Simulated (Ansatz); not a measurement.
The figure comes from a scan of Sn (beta-Sn type, space group I4_1/amd): one Sn atom of a 2-atom cell moves by s along Cartesian x, with its periodic images. Method: PBEsol (plane waves to 420 eV, PAW, scalar-relativistic; Ansatz, a first-principles code). k mesh 13×13×13 (Γ-centred), Fermi-Dirac smearing 0.05 eV. E stands for the smeared free energy. With partly filled bands, energies and forces of such displacements shift with the k mesh and the smearing. Sn was relaxed with its symmetry unable to fall. The PAW data are Ansatz's earlier set. The zero of ΔE is the undisplaced structure.

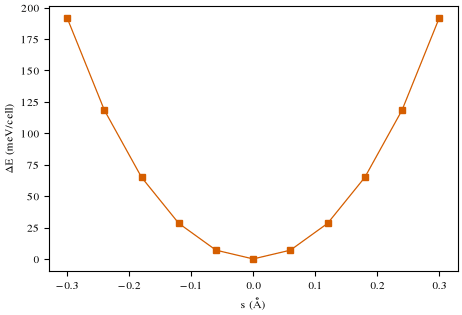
ΔE (meV/cell) against s (Å); one marker a computed point.

**Question.** Read the plotted values off the figure, to the accuracy that the plot allows.

**Answer.** To the nearest 5:

```json
[
 {"s (Å)": "-0.300", "ΔE (meV/cell)": "190"},
 {"s (Å)": "-0.240", "ΔE (meV/cell)": "120"},
 {"s (Å)": "-0.180", "ΔE (meV/cell)": "65"},
 {"s (Å)": "-0.120", "ΔE (meV/cell)": "30"},
 {"s (Å)": "-0.060", "ΔE (meV/cell)": "5"},
 {"s (Å)": "0.000", "ΔE (meV/cell)": "0"},
 {"s (Å)": "0.060", "ΔE (meV/cell)": "5"},
 {"s (Å)": "0.120", "ΔE (meV/cell)": "30"},
 {"s (Å)": "0.180", "ΔE (meV/cell)": "65"},
 {"s (Å)": "0.240", "ΔE (meV/cell)": "120"},
 {"s (Å)": "0.300", "ΔE (meV/cell)": "190"}
]
```

(A displaced cell: forces are minus the slopes of the energy, force constants its curvatures, and phonons follow from these.)
